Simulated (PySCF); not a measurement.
# Ga₃⁺: relaxation and vibrations of the singlet

The task is one start of a wider search on Ga₃⁺: the singlet, from a obtuse triangle start. It is relaxed, tested by its Hessian and followed downhill if it is a saddle.

Program: PySCF 2.14.0. Level of theory: PBE0, basis Ga def2-TZVP, no relativity, density fitting. These are calculated values, not measurements.

### 1 Where the work starts

3 atoms, charge 1, spin multiplicity 1.

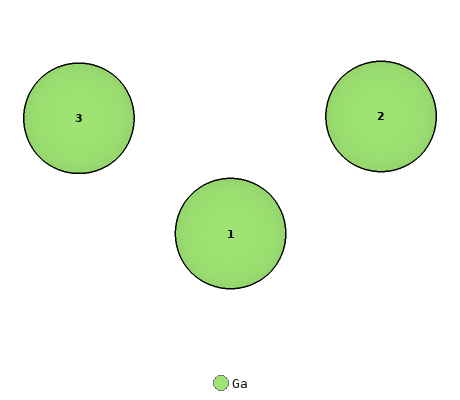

As it starts; gallium green; atoms are numbered from 1 in the order of the file.

```xyz
3
charge 1 multiplicity 1
Ga    0.0000    0.0000    0.0000
Ga    1.9344    1.4880    0.0000
Ga   -1.9344    1.4880    0.0000
```

### 2 The SCF at the typed geometry

One driver script runs all steps and calls PySCF; scf.py shows how it sets up the SCF of each step. The optimiser is the driver's own. After this first run the driver tries any further starts and a stability analysis.

The input, scf.py:

```python
from pyscf import gto, scf, dft
mol = gto.M(atom='''
Ga     0.000000     0.000000     0.000000
Ga     1.934400     1.488000     0.000000
Ga    -1.934400     1.488000     0.000000''',
    basis={'Ga': 'def2-TZVP'},
    charge=1, spin=0)
mf = dft.RKS(mol, xc='PBE0')
mf.grids.atom_grid = (50, 194)
aux = {'Ga': 'def2-universal-JKFIT'}
mf = mf.density_fit(auxbasis=aux)
mf.conv_tol = 1e-08
mf.diis_space = 10
mf.max_cycle = 60
mf.init_guess = 'minao'
mf.verbose = 4
mf.kernel()
```

Run with:

```console
$ OMP_NUM_THREADS=4 python axn.py task.json out
```

What it wrote:

```text
init E= -5772.42016006027
  HOMO = -0.136943408625112  LUMO = -0.13457760253033  gap/eV = 0.06438
cycle= 1 E= -5773.39502321383  delta_E= -0.975  |g|= 1.12  |ddm|= 1.64
  HOMO = -0.371340193253679  LUMO = -0.345699828364622  gap/eV = 0.69771
cycle= 2 E= -5773.34573593509  delta_E= 0.0493  |g|= 1.45  |ddm|= 1.41
  HOMO = -0.350701453417478  LUMO = -0.315800532294011  gap/eV = 0.94970
cycle= 3 E= -5773.50206284317  delta_E= -0.156  |g|= 0.0372  |ddm|= 0.716
  HOMO = -0.343234952195864  LUMO = -0.306268685910805  gap/eV = 1.00590
cycle= 4 E= -5773.50216422227  delta_E= -0.000101  |g|= 0.027  |ddm|= 0.0732
  HOMO = -0.34354465539775  LUMO = -0.305887999853376  gap/eV = 1.02469
cycle= 5 E= -5773.50227971319  delta_E= -0.000115  |g|= 0.00594  |ddm|= 0.0282
  HOMO = -0.343432077316809  LUMO = -0.305882977126334  gap/eV = 1.02176
cycle= 6 E= -5773.5022866393  delta_E= -6.93e-06  |g|= 0.000985  |ddm|= 0.0084
  HOMO = -0.343439377123567  LUMO = -0.305860655275671  gap/eV = 1.02257
cycle= 7 E= -5773.50228705371  delta_E= -4.14e-07  |g|= 0.000255  |ddm|= 0.00205
  HOMO = -0.343416813412231  LUMO = -0.305845440545306  gap/eV = 1.02237
cycle= 8 E= -5773.50228708844  delta_E= -3.47e-08  |g|= 6.99e-05  |ddm|= 0.000579
  HOMO = -0.343420555916499  LUMO = -0.305846564585639  gap/eV = 1.02244
cycle= 9 E= -5773.50228709113  delta_E= -2.69e-09  |g|= 4.13e-06  |ddm|= 0.000126
  HOMO = -0.34342033501354  LUMO = -0.305846383444937  gap/eV = 1.02244
Extra cycle  E= -5773.50228709114  delta_E= -1.64e-11  |g|= 2.54e-06  |ddm|= 1.37e-05
converged SCF energy = -5773.50228709114
```

This step, with its further starts and checks, took 18 s on 4 threads of Arm Neoverse V2, shared host.

Energies from each starting density:

| start | energy (Eh) |
| --- | --- |
| the minimal-basis guess | -5773.502287 |
| a thermally smeared density | -5773.507723 |
| a smeared PBE density | -5773.507723 |

The first run landed in a state that is too high. Following the other starts and the instabilities gains 14.3 kJ/mol (-5773.50772 Eh), and the work goes on from there.

### 3 Relaxation: obtuse triangle start, singlet

The program finds C2v symmetry in the start, which this walk keeps. Threshold on the gradient: 0.0003 Eh/bohr, with a further test on the energy change.

scf.py, as its differences from that of step 2:

```diff
@@ -3,3 +3,3 @@
-Ga     0.000000     0.000000     0.000000
-Ga     1.934400     1.488000     0.000000
-Ga    -1.934400     1.488000     0.000000''',
+Ga     0.000000    -0.992000     0.000000
+Ga     1.934400     0.496000     0.000000
+Ga    -1.934400     0.496000     0.000000''',
@@ -15 +14,0 @@
-mf.init_guess = 'minao'
```

The optimiser's trace:

| step | energy (Eh) | change (kJ/mol) | largest symmetric gradient (Eh/bohr) |
| --- | --- | --- | --- |
| 0 | -5773.507723 | 0.00 | 0.03220 |
| 1 | -5773.514593 | -18.04 | 0.02390 |
| 2 | -5773.524955 | -45.24 | 0.01083 |
| 3 | -5773.529421 | -56.97 | 0.00396 |
| 4 | -5773.531254 | -61.78 | 0.00328 |
| 5 | -5773.531897 | -63.47 | 0.00293 |
| 6 | -5773.532118 | -64.05 | 0.00247 |
| 7 | -5773.532364 | -64.70 | 0.00171 |
| 8 | -5773.532550 | -65.18 | 0.00091 |
| 9 | -5773.532595 | -65.30 | 0.00014 |
| 10 | -5773.532598 | -65.31 | 0.00007 |

The walk took 38 s.

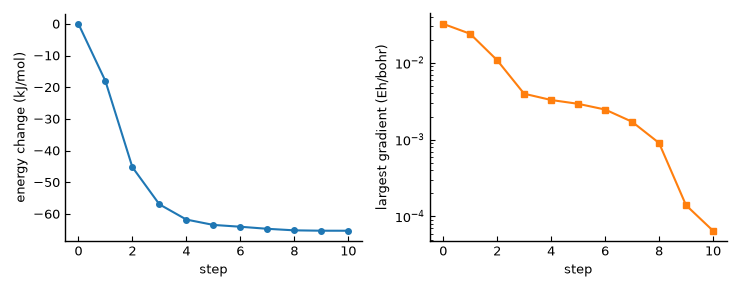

Energy and largest gradient along the walk.

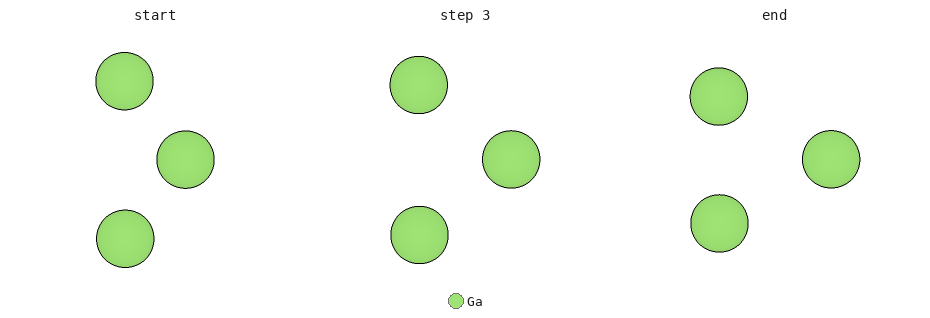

Start and end of the relaxation, with a step between.

End point (D3h, 10 steps, 65.3 kJ/mol gained): Ga–Ga 3.159 Å (×2); Ga–Ga–Ga 59.1°.

### 4 Hessian and properties

The point is checked on the finer grid, and tightened if its gradient asks for it. The Hessian and the dipole derivatives come from central differences of analytic gradients, with steps of 0.02 bohr.

scf.py, as its differences from that of step 3:

```diff
@@ -3,3 +3,3 @@
-Ga     0.000000    -0.992000     0.000000
-Ga     1.934400     0.496000     0.000000
-Ga    -1.934400     0.496000     0.000000''',
+Ga    -0.000000    -1.815153     0.000000
+Ga     1.571969     0.907576     0.000000
+Ga    -1.571969     0.907576     0.000000''',
@@ -9 +9 @@
-mf.grids.atom_grid = (50, 194)
+mf.grids.atom_grid = (75, 302)
@@ -12 +12 @@
-mf.conv_tol = 1e-08
+mf.conv_tol = 1e-10
```

This SCF starts from the last density.

Log of the central SCF (cycles and frontier levels):

```text
init E= -5773.53252364094
  HOMO = -0.325379024367204  LUMO = -0.273535467449146  gap/eV = 1.41074
cycle= 1 E= -5773.53252364094  delta_E= -2.73e-12  |g|= 3.11e-06  |ddm|= 2.51e-06
  HOMO = -0.325379107407029  LUMO = -0.273535534375139  gap/eV = 1.41074
Extra cycle  E= -5773.53252364093  delta_E= 4.55e-12  |g|= 4.14e-06  |ddm|= 3.39e-06
converged SCF energy = -5773.53252364093
```

The whole step took 30 s.

Geometry: D3h; Ga–Ga 3.144 Å (×2); Ga–Ga–Ga 60.0°.

Modes, for the most abundant isotopes:

```csv
symmetry,ω (cm⁻¹),IR (km/mol),μ (u),type
e',41,6.2,68.93,mixed
a1',92,0.0,68.93,stretch
```

All wavenumbers are real: a minimum.

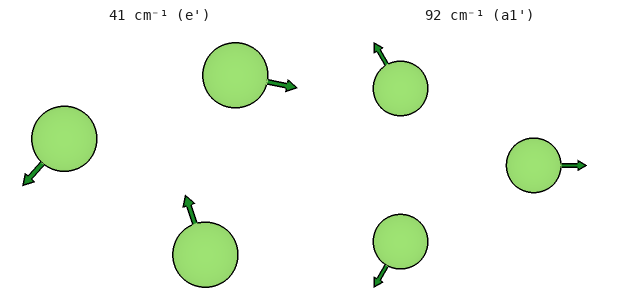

Displacements of 2 of the modes, as arrows (one member where a mode is degenerate).

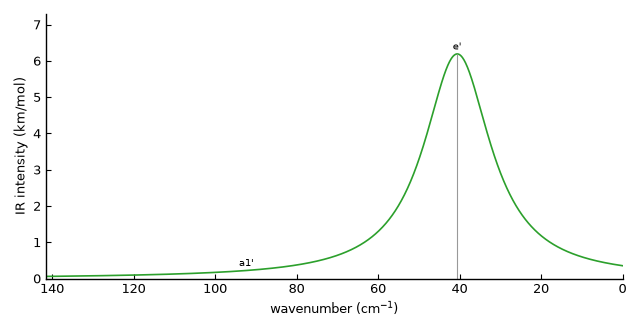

The harmonic infrared spectrum (widths in cm⁻¹). Lines are broadened to a width of 20 cm⁻¹ (Lorentzian).

Properties at this point:

| Quantity | Value |
| --- | --- |
| Dipole moment about the centre of mass | 0.00 D |
| Highest occupied level | -8.85 eV |
| Lowest empty level | -7.44 eV |
| Rotational constants | 0.04949, 0.04949, 0.02474 cm⁻¹ |
| Zero-point energy | 1.0 kJ/mol |
| Principal polarisabilities | 79.6, 158.5, 158.5 bohr³ |
| Principal traceless quadrupole moments about the centre of mass | -2.86, 1.43, 1.43 D Å |
| Entropy at 298.15 K and 1 bar | 343.5 J/(mol K) |
| Heat capacity Cp at 298.15 K | 58.0 J/(mol K) |
| Enthalpy at 298.15 K above 0 K | 16.37 kJ/mol |
| Rotational symmetry number | 6 |

Populations by atom (charges in e):

| atom | Mulliken | Löwdin | polar tensor | Mayer order to Ga1 |
| --- | --- | --- | --- | --- |
| Ga1 | 0.33 | 0.33 | 0.33 | – |
| Ga2,3 | 0.33 | 0.33 | 0.33 | 0.50 |

Outer orbital energies (eV). occupied: -28.06, -28.04, -28.00, -28.00, -16.21, -13.77, -13.77, -8.85; empty: -7.44, -7.25, -7.25, -5.62.

Mulliken populations on Ga1: s 7.96, p 12.66, d 10.04, f 0.00.

### 5 A spin-polarised start

A stability analysis found the closed shell of the lowest minimum unstable towards spin polarisation, so the unrestricted solution is followed.

The program finds D3h symmetry in the start, which may break. The walk stops when the largest gradient is under 0.0003 Eh/bohr and the energy has settled too.

scf.py, as its differences from that of step 4:

```diff
@@ -8,2 +8,2 @@
-mf = dft.RKS(mol, xc='PBE0')
-mf.grids.atom_grid = (75, 302)
+mf = dft.UKS(mol, xc='PBE0')
+mf.grids.atom_grid = (50, 194)
@@ -12 +12 @@
-mf.conv_tol = 1e-10
+mf.conv_tol = 1e-08
```

Steps of the walk:

| step | energy (Eh) | change (kJ/mol) | largest gradient (Eh/bohr) |
| --- | --- | --- | --- |
| 0 | -5773.537277 | 0.00 | 0.00477 |
| 1 | -5773.537887 | -1.60 | 0.00442 |
| 2 | -5773.538969 | -4.44 | 0.00431 |
| 3 | -5773.539583 | -6.05 | 0.00074 |
| 4 | -5773.539623 | -6.16 | 0.00049 |
| 5 | -5773.539629 | -6.17 | 0.00058 |
| 6 | -5773.539647 | -6.22 | 0.00066 |
| 7 | -5773.539672 | -6.29 | 0.00095 |
| 8 | -5773.539759 | -6.51 | 0.00361 |
| 9 | -5773.539872 | -6.81 | 0.00472 |
| 10 | -5773.540324 | -8.00 | 0.00733 |
| 11 | -5773.540956 | -9.66 | 0.00704 |
| 12 | -5773.542190 | -12.90 | 0.00671 |

The walk took 91 s.

Positions (Å) and forces (eV/Å) along the way:

```
step 0
Ga   0.000  -1.815   0.000  -0.185   0.170   0.000
Ga   1.572   0.908   0.000   0.128   0.076   0.000
Ga  -1.572   0.908   0.000   0.058  -0.245   0.000
step 1
Ga  -0.022  -1.798   0.000  -0.172   0.157   0.000
Ga   1.590   0.918   0.000   0.118   0.070   0.000
Ga  -1.568   0.880   0.000   0.053  -0.227   0.000
step 6
Ga  -0.148  -1.729   0.000  -0.004  -0.034   0.000
Ga   1.701   0.992   0.000  -0.007   0.014   0.000
Ga  -1.552   0.737   0.000   0.011   0.020   0.000
step 12
Ga  -0.391  -2.125   0.000  -0.093   0.192   0.000
Ga   1.546   1.300   0.000   0.344   0.112   0.000
Ga  -1.155   0.825   0.000  -0.251  -0.303   0.000
```

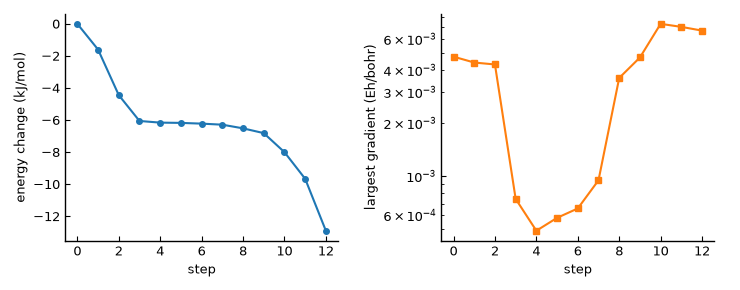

Energy and largest gradient along the walk.

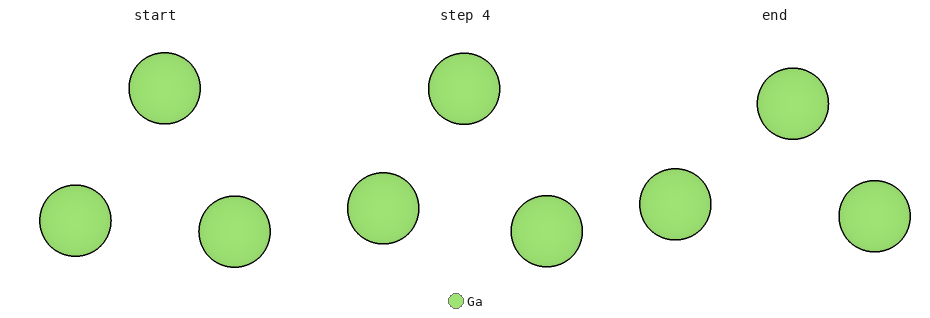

Start and end of the relaxation, with a step between.

It was stopped by the time limit after 12 steps, so the last geometry (Ga–Ga 2.743 Å, Ga–Ga 3.048 Å) is no stationary point.

### 6 Results

| quantity | value |
| --- | --- |
| minimum | singlet, D3h (closed shell, unstable towards spin polarisation) |
| geometry | Ga–Ga 3.144 Å (×2); Ga–Ga–Ga 60.0° |
| wavenumbers (cm⁻¹) | 41 (e'), 92 (a1') |
| dipole moment (centre of mass) | 0.00 D |
| highest occupied, lowest empty level | -8.85, -7.44 eV |
| polar-tensor charge of Ga1 | +0.33 e |
| zero-point energy | 1.0 kJ/mol |

What this shows: The obtuse triangle start (C2v) ends in a minimum of D3h symmetry. In the infrared the band at 41 cm⁻¹ (e', mixed) leads. The first SCF alone would have been 14 kJ/mol too high. Other starts or spin states, not run here, may lie lower. The small gap makes a closed-shell description doubtful. A stability analysis at the minimum finds the closed shell unstable towards spin polarisation: an open-shell solution lies lower, and these values are not those of the lowest state.

The search up to here took 3.2 min on 4 threads of Arm Neoverse V2, shared host.
